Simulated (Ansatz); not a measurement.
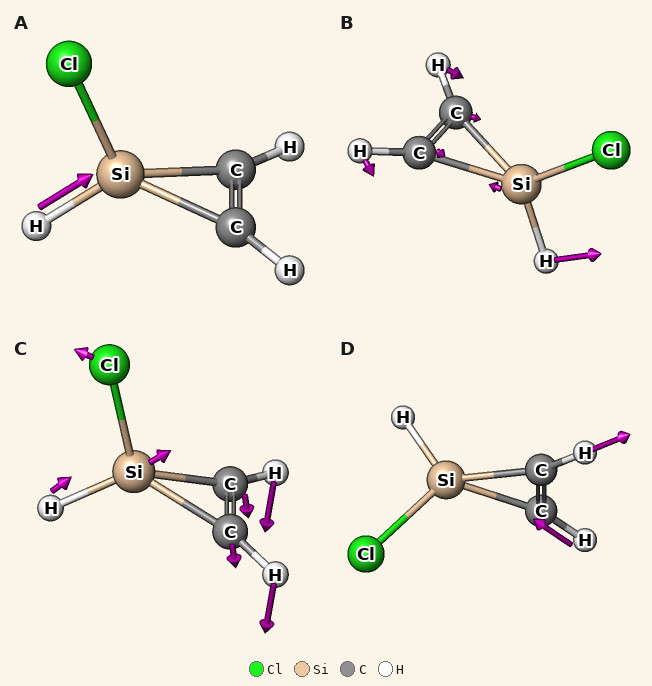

4 normal modes of one molecule or complex, as arrows. Harmonic vibrations computed with RKS PBE0-D4/def2-TZVP (Ansatz 0.2.0) at a stationary point of the same level.

Question: Match the panels to the wavenumbers 227 cm⁻¹, 850 cm⁻¹, 2281 cm⁻¹, 3195 cm⁻¹.

Answer: A: 2281 cm⁻¹, Si–H stretching
B: 850 cm⁻¹
C: 227 cm⁻¹, C–Si–Cl bending
D: 3195 cm⁻¹, out-of-phase stretching of 2 C–H bonds
